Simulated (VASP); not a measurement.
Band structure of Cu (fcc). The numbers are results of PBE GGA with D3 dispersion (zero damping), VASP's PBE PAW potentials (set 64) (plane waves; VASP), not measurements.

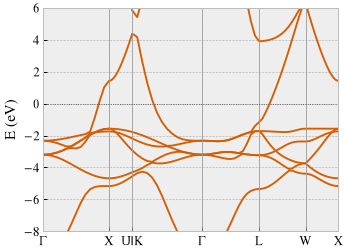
Fig. 1. Bands along high-symmetry lines, zero at the valence-band maximum or, without a gap, the Fermi level

Problem. Read the plot: is there a gap, and where are the band edges?

Solution. It has no gap at this level: it comes out as a metal or semimetal. (Edges off the drawn lines would not show.)

The compound is Cu in the fcc structure. It was relaxed first.
